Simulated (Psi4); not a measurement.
## Run report: C$_{2}$H$_{6}$Hg, geometry relaxation (part 2 of 4)

C$_{2}$H$_{6}$Hg (dimethylmercury), SMILES [CH3][Hg][CH3]; PBEh-3c/def2-mSVP, RKS (Psi4 1.11). The run did not end well. The atoms were displaced at random from an optimised geometry. The run did not end well; see the last part.

Geometry of the input (Å):
```
C  -1.0985  1.4566  -1.0311
Hg -0.0162  -0.0420  0.0014
C  0.9843  -1.3925  1.1731
H  -1.9229  1.0280  -1.6102
H  -0.3506  1.8220  -1.9601
H  -1.3575  2.2575  -0.5117
H  0.5099  -2.4126  1.0112
H  2.1607  -1.4889  0.8533
H  1.0065  -1.1242  2.2301
```

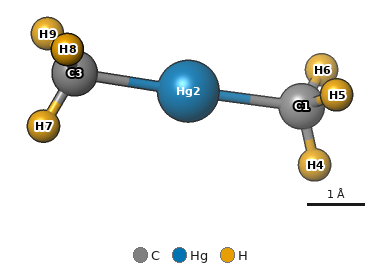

*The geometry at step 1 of the log (ball-and-stick view, seen at a tilt; atoms are numbered from 1 in the order of the input).*

## What the program printed, continued
```
    C           -1.945402626165     2.663932618076    -2.224209139264
    HG           0.000168276752     0.013921014266     0.017903935511
    C            1.946211737118    -2.828182404912     2.019284163019
    H           -2.818351633530     1.609624450150    -3.786512086927
    H           -0.665568350773     3.979898258297    -3.179888556212
    H           -3.476579012886     3.702472186256    -1.334803964222
    H            1.659077788045    -4.668947952061     1.130456101924
    H            3.984590777424    -2.485457192950     2.062316061689
    H            1.273473406526    -2.971701563817     3.960445816422

gradient() will perform analytic gradient computation.

  ==> Geometry <==

    Molecular point group: c1
    Full point group: C1

    Geometry (in Bohr), charge = 0, multiplicity = 1:

       Center              X                  Y                   Z               Mass
    ------------   -----------------  -----------------  -----------------  -----------------
         C           -1.945402626165     2.663932618076    -2.224209139264    12.000000000000
         HG           0.000168276752     0.013921014266     0.017903935511   201.970643400000
         C            1.946211737118    -2.828182404912     2.019284163019    12.000000000000
         H           -2.818351633530     1.609624450150    -3.786512086927     1.007825032230
         H           -0.665568350773     3.979898258297    -3.179888556212     1.007825032230
         H           -3.476579012886     3.702472186256    -1.334803964222     1.007825032230
         H            1.659077788045    -4.668947952061     1.130456101924     1.007825032230
         H            3.984590777424    -2.485457192950     2.062316061689     1.007825032230
         H            1.273473406526    -2.971701563817     3.960445816422     1.007825032230

  Running in c1 symmetry.

  Rotational constants: A =      2.62194  B =      0.11424  C =      0.11410 [cm^-1]
  Rotational constants: A =  78603.84699  B =   3424.81400  C =   3420.71458 [MHz]
  Nuclear repulsion =  112.444792812831466

  Charge       = 0
  Multiplicity = 1
  Electrons    = 38
  Nalpha       = 19
  Nbeta        = 19

   => Molecular Quadrature <=

    Radial Scheme          =       TREUTLER
    Pruning Scheme         =           NONE
    Nuclear Scheme         =       TREUTLER

    Blocking Scheme        =         OCTREE
    BS radius alpha        =              1
    Pruning alpha          =              1
    Radial Points          =             75
    Spherical Points       =            302
    Total Points           =         195014
    Total Blocks           =           1475
    Max Points             =            256
    Max Functions          =             72
    Weights Tolerance      =       1.00E-15

   => Auxiliary Basis Set <=

  Basis Set: (DEF2-MSVP AUX)
    Blend: DEF2-UNIVERSAL-JKFIT
    Number of shells: 137
    Number of basis functions: 505
    Number of Cartesian functions: 663
    Spherical Harmonics?: true
    Max angular momentum: 6

  Cached 100.0% of DFT collocation blocks in 0.322 [GiB].

  Minimum eigenvalue in the overlap matrix is 8.3685466204E-03.
  Reciprocal condition number of the overlap matrix is 1.8249686734E-03.
    Using symmetric orthogonalization.

  ==> Iterations <==

                           Total Energy        Delta E     RMS |[F,P]|

   @DF-RKS iter   0:  -233.10182512812773   -2.33102e+02   4.00792e-06
   @DF-RKS iter   1:  -233.10182572300783   -5.94880e-07   1.01159e-06 DIIS
   @DF-RKS iter   2:  -233.10182572361927   -6.11436e-10   9.57478e-07 DIIS
   @DF-RKS iter   3:  -233.10182572521114   -1.59187e-09   2.77018e-08 DIIS
   @DF-RKS iter   4:  -233.10182572521597   -4.83169e-12   1.03559e-08 DIIS
   @DF-RKS iter   5:  -233.10182572521629   -3.12639e-13   5.97504e-09 DIIS
  Energy and wave function converged.

  ==> Post-Iterations <==

   Electrons on quadrature grid:
      Ntotal   =   38.0000000006 ; deviation = 5.762e-10

    Orbital Energies [Eh]
    ---------------------

    Doubly Occupied:

       1A    -10.416678     2A    -10.416067     3A     -4.655232
       4A     -2.749737     5A     -2.746856     6A     -2.746733
       7A     -0.761922     8A     -0.742953     9A     -0.540924
      10A     -0.534297    11A     -0.533712    12A     -0.514244
      13A     -0.514014    14A     -0.440958    15A     -0.433568
      16A     -0.417684    17A     -0.409129    18A     -0.375078
      19A     -0.290665

    Virtual:

      20A      0.022252    21A      0.024051    22A      0.058046
      23A      0.134468    24A      0.180197    25A      0.214470
      26A      0.221540    27A      0.228120    28A      0.235879
      29A      0.273120    30A      0.349807    31A      0.485665
      32A      0.503344    33A      0.510270    34A      0.513380
      35A      0.517190    36A      0.593419    37A      0.615779
      38A      0.625332    39A      0.671394    40A      0.697547
      41A      0.868868    42A      0.874176    43A      0.882949
      44A      0.973280    45A      1.031793    46A      1.044576
      47A      1.050553    48A      1.055345    49A      1.131656
      50A      1.137086    51A      1.233992    52A      1.399822
      53A      1.544419    54A      1.558195    55A      1.594351
      56A      1.629726    57A      1.629959    58A      1.630187
      59A      1.632208    60A      1.864266    61A      1.883420
      62A      1.887124    63A      1.900423    64A      2.036735
      65A      2.328591    66A      2.336770    67A      2.356409
      68A      2.361648    69A      2.412769    70A      2.536948
      71A     13.703451    72A     13.715316    73A     33.467502
      74A    121.540994

    Final Occupation by Irrep:
              A
    DOCC [    19 ]
    NA   [    19 ]
    NB   [    19 ]

  @DF-RKS Final Energy:  -233.10182572521629

   => Energetics <=

    Nuclear Repulsion Energy =            112.4447928128314658
    One-Electron Energy =                -599.2687308074480370
    Two-Electron Energy =                 269.8686929883029393
    DFT Exchange-Correlation Energy =     -16.1544657976307739
    Empirical Dispersion Energy =           0.0078850787281221
    VV10 Nonlocal Energy =                  0.0000000000000000
    Total Energy =                       -233.1018257252162869

Computation Completed

Properties will be evaluated at   0.000000,   0.000000,   0.000000 [a0]

Properties computed using the SCF density matrix

 Multipole Moments:

 ------------------------------------------------------------------------------------
     Multipole            Electronic (a.u.)      Nuclear  (a.u.)        Total (a.u.)
 ------------------------------------------------------------------------------------

 L = 1.  Multiply by 2.5417464519 to convert [e a0] to [Debye]
 Dipole X            :          0.0341460           -0.0351368           -0.0009908
 Dipole Y            :          1.5208127           -1.5411902           -0.0203776
 Dipole Z            :          2.0054947           -2.0194578           -0.0139631
 Magnitude           :                                                    0.0247223

 ------------------------------------------------------------------------------------

	total time  =          3 seconds =       0.05 minutes

         ------------------------------------------------------------
                                   SCF GRAD
         ------------------------------------------------------------

  ==> Geometry <==

    Molecular point group: c1
    Full point group: C1

    Geometry (in Bohr), charge = 0, multiplicity = 1:

       Center              X                  Y                   Z               Mass
    ------------   -----------------  -----------------  -----------------  -----------------
         C           -1.945402626165     2.663932618076    -2.224209139264    12.000000000000
         HG           0.000168276752     0.013921014266     0.017903935511   201.970643400000
         C            1.946211737118    -2.828182404912     2.019284163019    12.000000000000
         H           -2.818351633530     1.609624450150    -3.786512086927     1.007825032230
         H           -0.665568350773     3.979898258297    -3.179888556212     1.007825032230
         H           -3.476579012886     3.702472186256    -1.334803964222     1.007825032230
         H            1.659077788045    -4.668947952061     1.130456101924     1.007825032230
         H            3.984590777424    -2.485457192950     2.062316061689     1.007825032230
         H            1.273473406526    -2.971701563817     3.960445816422     1.007825032230

  Nuclear repulsion =  112.444792812831466

   => Molecular Quadrature <=

    Radial Scheme          =       TREUTLER
    Pruning Scheme         =           NONE
    Nuclear Scheme         =       TREUTLER

    Blocking Scheme        =         OCTREE
    BS radius alpha        =              1
    Pruning alpha          =              1
    Radial Points          =             75
    Spherical Points       =            302
    Total Points           =         195014
    Total Blocks           =           1475
    Max Points             =            256
    Max Functions          =             72
    Weights Tolerance      =       1.00E-15

  -Total Gradient:
     Atom            X                  Y                   Z
    ------   -----------------  -----------------  -----------------
       1        0.000199997666     0.005561495146     0.015584124672
       2       -0.000024178541    -0.000278208906     0.000174500817
       3       -0.001578094076     0.000517375390     0.000415090186
       4        0.000679390522    -0.000602680194    -0.002782413990
       5        0.001096090989    -0.001873234974    -0.006408247433
       6       -0.001955768930    -0.002444701195    -0.004816067908
       7        0.000248809765    -0.000469551367    -0.000162863975
       8        0.002321011398    -0.000412318857    -0.000899198133
       9       -0.000985698843     0.000003406461    -0.001102191141

	total time  =          1 seconds =       0.02 minutes

    			-----------------------------------------

    			 OPTKING 3.0: for geometry optimizations

    			        with contributions from

    			-----------------------------------------

	                            ===> Fragment 1 <==

	 Z (Atomic Numbers)          Masses                          Geom
	       6.000000            12.000000         -1.94540263  2.66393262 -2.22420914
	      80.000000            201.970643         0.00016828  0.01392101  0.01790394
	       6.000000            12.000000          1.94621174 -2.82818240  2.01928416
	       1.000000             1.007825         -2.81835163  1.60962445 -3.78651209
	       1.000000             1.007825         -0.66556835  3.97989826 -3.17988856
	       1.000000             1.007825         -3.47657901  3.70247219 -1.33480396
	       1.000000             1.007825          1.65907779 -4.66894795  1.13045610
	       1.000000             1.007825          3.98459078 -2.48545719  2.06231606
	       1.000000             1.007825          1.27347341 -2.97170156  3.96044582

	 - Coordinate -           - BOHR/RAD -       - ANG/DEG -
	 R(1,2)           =         3.979306           2.105758
	 R(1,4)           =         2.077112           1.099161
	 R(1,5)           =         2.069557           1.095162
	 R(1,6)           =         2.052829           1.086310
	 R(2,3)           =         3.983737           2.108103
	 R(3,7)           =         2.064190           1.092322
	 R(3,8)           =         2.067438           1.094041
	 R(3,9)           =         2.059438           1.089807
	 B(2,1,4)         =         1.866329         106.932792
	 B(2,1,5)         =         1.961985         112.413473
	 B(2,1,6)         =         2.045946         117.224050
	 B(2,3,7)         =         1.930429         110.605417
	 B(2,3,8)         =         1.953921         111.951450
	 B(2,3,9)         =         1.943011         111.326343
	 B(4,1,5)         =         1.808352         103.610927
	 B(4,1,6)         =         1.843350         105.616179
	 B(5,1,6)         =         1.917334         109.855139
	 B(7,3,8)         =         1.869142         107.093967
	 B(7,3,9)         =         1.873686         107.354307
	 B(8,3,9)         =         1.890203         108.300664
	 L(1,2,3)         =         3.064229         175.567388
	 l(1,2,3)         =         3.141593         180.000000
	 D(4,1,3,7)       =        -0.006811          -0.390238
	 D(4,1,3,8)       =         2.055810         117.789213
	 D(4,1,3,9)       =        -2.083078        -119.351587
	 D(5,1,3,7)       =        -1.960248        -112.313920
	 D(5,1,3,8)       =         0.102373           5.865531
	 D(5,1,3,9)       =         2.246670         128.724731
	 D(6,1,3,7)       =         2.046814         117.273812
	 D(6,1,3,8)       =        -2.173751        -124.546737
	 D(6,1,3,9)       =        -0.029453          -1.687537

	        --- Internal Coordinate Step in ANG or DEG, aJ/ANG or AJ/DEG ---
	-------------------------------------------------------------------------------
	           Coordinate      Previous         Force          Change          New
	           ----------      --------        ------          ------        ------
	               R(1,2)       2.10576        0.00365       -0.00000       2.10575
	               R(1,4)       1.09916       -0.01741        0.00001       1.09917
	               R(1,5)       1.09516       -0.02015       -0.00001       1.09515
	               R(1,6)       1.08631        0.01536       -0.00001       1.08630
	               R(2,3)       2.10810        0.00532        0.00000       2.10811
	               R(3,7)       1.09232       -0.00375       -0.00000       1.09232
	               R(3,8)       1.09404       -0.01813       -0.00000       1.09404
	               R(3,9)       1.08981        0.00591       -0.00000       1.08981
	             B(2,1,4)     106.93279        0.00018       -0.00026     106.93253
	             B(2,1,5)     112.41347       -0.00007        0.00976     112.42324
	             B(2,1,6)     117.22405       -0.00038       -0.00085     117.22320
	             B(2,3,7)     110.60542       -0.00000       -0.00376     110.60165
	             B(2,3,8)     111.95145       -0.00009        0.00217     111.95362
	             B(2,3,9)     111.32634        0.00013       -0.00151     111.32483
	             B(4,1,5)     103.61093        0.00014       -0.00086     103.61006
	             B(4,1,6)     105.61618        0.00026       -0.00652     105.60966
	             B(5,1,6)     109.85514       -0.00002       -0.00241     109.85273
	             B(7,3,8)     107.09397       -0.00004        0.00583     107.09980
	             B(7,3,9)     107.35431        0.00010       -0.00635     107.34796
	             B(8,3,9)     108.30066       -0.00009        0.00366     108.30433
	             L(1,2,3)     175.56739        0.00019       -0.00550     175.56188
	             l(1,2,3)     180.00000       -0.00000        0.04846     180.04846
	           D(4,1,3,7)      -0.39024        0.00008        0.00076      -0.38947
	           D(4,1,3,8)     117.78921        0.00018       -0.00344     117.78577
	           D(4,1,3,9)    -119.35159        0.00013       -0.00277    -119.35436
	           D(5,1,3,7)    -112.31392       -0.00031        0.00523    -112.30869
	           D(5,1,3,8)       5.86553       -0.00021        0.00102       5.86655
	           D(5,1,3,9)     128.72473       -0.00026        0.00169     128.72642
	           D(6,1,3,7)     117.27381        0.00008        0.00683     117.28064
	           D(6,1,3,8)    -124.54674        0.00018        0.00262    -124.54412
	           D(6,1,3,9)      -1.68754        0.00013        0.00329      -1.68425
	-------------------------------------------------------------------------------

	                                 ==> Convergence Check <==

	Measures of convergence in internal coordinates in au.

	Criteria marked as inactive (o), active & met (*), and active & unmet ( ).

	----------------------------------------------------------------------------------------------
	   Step    Total Energy     Delta E     Max Force     RMS Force      Max Disp      RMS Disp
	----------------------------------------------------------------------------------------------
	  Convergence Criteria     1.00e-06 *    3.00e-04 *             o    1.20e-03 *             o
	----------------------------------------------------------------------------------------------
	    59    -233.10182573   -7.38e-07 *    5.05e-03      2.09e-03 o    8.46e-04 *    1.64e-04 o  ~
	----------------------------------------------------------------------------------------------

Next Geometry in Ang
	Fragment 1 (Ang)

	    C  -1.0294190750   1.4096963935  -1.1769868577
	   Hg  -0.0006507525   0.0070950233   0.0098338554
	    C   1.0299248292  -1.4966041120   1.0685673224
	    H  -1.4913699577   0.8518730033  -2.0037982433
	    H  -0.3519482610   2.1059168127  -1.6826229205
	    H  -1.8396881422   1.9594699842  -0.7065999765
	    H   0.8780548917  -2.4707005996   0.5982146975
	    H   2.1085370732  -1.3149177792   1.0910972383
	    H   0.6741330559  -1.5727722500   2.0958392504

    Structure for next step:
    Molecular point group: c1
    Full point group: C1

    Geometry (in Bohr), charge = 0, multiplicity = 1:

    C           -1.944116166315     2.664383902459    -2.224773220192
    HG          -0.000025790248     0.013851449485     0.017992887408
    C            1.947479810736    -2.827728091264     2.018709179959
    H           -2.817076818021     1.610250468487    -3.787220296517
    H           -0.663881869799     3.980049817649    -3.180286898112
    H           -3.475302791282     3.703305419847    -1.335870841821
    H            1.660487222164    -4.668503672609     1.129871536598
    H            3.985761547482    -2.484390681469     2.061284550597
    H            1.275130801502    -2.971665011503     3.959971780318

PsiException: Could not converge geometry optimization in 60 iterations.

psi4.driver.p4util.exceptions.OptimizationConvergenceError: Could not converge geometry optimization in 60 iterations.

Printing out the relevant lines from the Psithon --> Python processed input file:
      symmetry c1
    ""","molecule1")
    core.IO.set_default_namespace("molecule1")
    core.set_global_option("REFERENCE", "rks")
    core.set_global_option("GEOM_MAXITER", 60)
--> opt('pbeh-3c')

!-------------------------------------------------------------!
!                                                             !
!  Could not converge geometry optimization in 60 iterations. !
!                                                             !
!-------------------------------------------------------------!

    Psi4 run time: 0:04:48.31

[set-up sections that repeat, and orbital energies of the middle runs, are left out above]
```

## Trajectory as extended XYZ (Å, eV, eV/Å), 51 of the 60 frames kept, from step=0 to step=59
```
9
Properties=species:S:1:pos:R:3:forces:R:3 step=0 energy=-6342.15176
C    -1.0985    1.4566   -1.0311    3.5872  -3.4761  -5.8024
Hg   -0.0162   -0.0420    0.0014   -0.6335   1.1300   0.0249
C     0.9843   -1.3925    1.1731    2.8951  -1.9506  -1.0089
H    -1.9229    1.0280   -1.6102   -0.1894   0.1898   0.4214
H    -0.3506    1.8220   -1.9601   -1.9100  -0.6709   2.5927
H    -1.3575    2.2575   -0.5117   -1.3195   3.7209   2.4795
H     0.5099   -2.4126    1.0112    0.8046   1.0941   0.5627
H     2.1607   -1.4889    0.8533   -3.0144   0.1224   0.7394
H     1.0065   -1.1242    2.2301   -0.2202  -0.1595  -0.0089
9
Properties=species:S:1:pos:R:3:forces:R:3 step=1 energy=-6343.00145
C    -1.0756    1.4262   -1.0915    1.0571  -0.3109  -1.5053
Hg   -0.0190   -0.0358    0.0049   -0.1825   0.2165   0.2958
C     1.0135   -1.4497    1.1703    0.8031  -0.3710  -0.3603
H    -1.9186    0.9990   -1.6363   -0.2431   0.0596   0.3080
H    -0.4013    1.7819   -1.9131   -0.4362  -0.0728   0.7015
H    -1.3736    2.2921   -0.5252   -0.2498   0.2370   0.2963
H     0.5803   -2.4484    1.0470    0.0033   0.1378   0.1652
H     2.0777   -1.5410    0.8694   -0.5479   0.1019   0.0519
H     1.0318   -1.1967    2.2298   -0.2039   0.0021   0.0471
```
